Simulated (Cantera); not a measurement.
Input: 1 mol C2H5OH, 0.093 mol NH3, 28 mol N2, held at 1000 Pa.

These are equilibrium values from Cantera (NASA tables, ideal gas, pure condensed phases), not measurements of a reactor. Candidate condensed phases: C, C6H6, C7H8, C8H18, H2O; 136 gas species. Kinetics and transport are ignored.

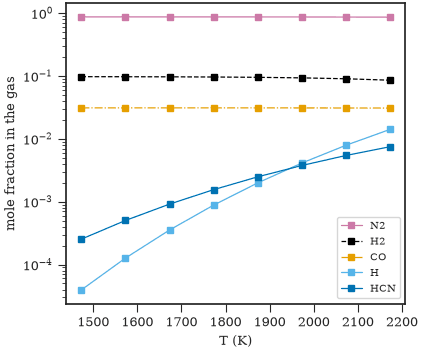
Fig. 1. Equilibrium gas composition (values under 1e-9 drawn at 1e-9)

Read off the mole fractions at 2073 K.

N2 about 0.87, H2 about 0.090, CO about 0.031, H about 0.0079, HCN about 0.0054.
